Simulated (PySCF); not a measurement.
```xyz
2

B     0.0000    0.0000   -2.1502
Pb    0.0000    0.0000    0.1138
```

Core potentials replace the inner electrons of Pb.

Level of theory: PBE0/aug-cc-pVDZ(-PP), non-relativistic Hamiltonian with scalar-relativistic core potentials where named, at a bond length of 2.264 Å in PySCF.

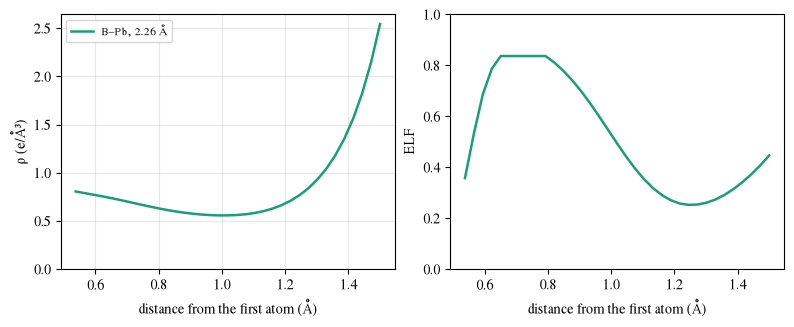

BPb (quartet). Electron density and electron localisation function along straight lines between neighbouring atoms. The curves leave out the atomic cores.

**What can be read from the curves?**

B–Pb (2.26 Å): ρ at the midpoint is about 0.6 e/Å³; the ELF peaks at about 0.85 in the valence shell of B, 0.7 Å from its nucleus, and drops to about 0.25 between the two atoms.
